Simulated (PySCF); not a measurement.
Molecule: SMILES CCOB(O)OCC (C4H11BO3). Atoms near the plane z = 1.2 Å, at the GFN2-xTB optimised geometry (x, y, z in Å): B1 (-0.3, -1.0, 0.0), O2 (-0.9, -2.3, 0.0), H3 (-1.9, -2.2, 0.0), O4 (1.0, -1.0, 0.0), C5 (1.8, 0.2, 0.0), C6 (3.3, -0.2, -0.1), H8 (1.6, 0.7, 0.9), H10 (3.8, 0.7, -0.1), H11 (3.5, -0.8, 0.7), O12 (-1.0, 0.2, 0.0), C13 (-2.4, 0.3, 0.0), C14 (-2.8, 1.8, 0.0), H16 (-2.8, -0.2, 0.9), H18 (-3.8, 1.9, 0.0), H19 (-2.4, 2.2, 0.9).

Level of theory: PySCF with PBE0/def2-SVP. The values are rescaled to run from 0 to 1.

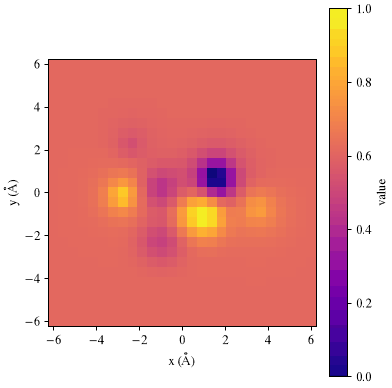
*a field on the plane z = 1.2 Å.*

Task: Which quantity is mapped?
(A) log10 of the electron density
(B) an orbital amplitude
(C) electrostatic potential
(D) electron localisation function

Result: B, an orbital amplitude. In full: HOMO amplitude (bohr^(-3/2)).
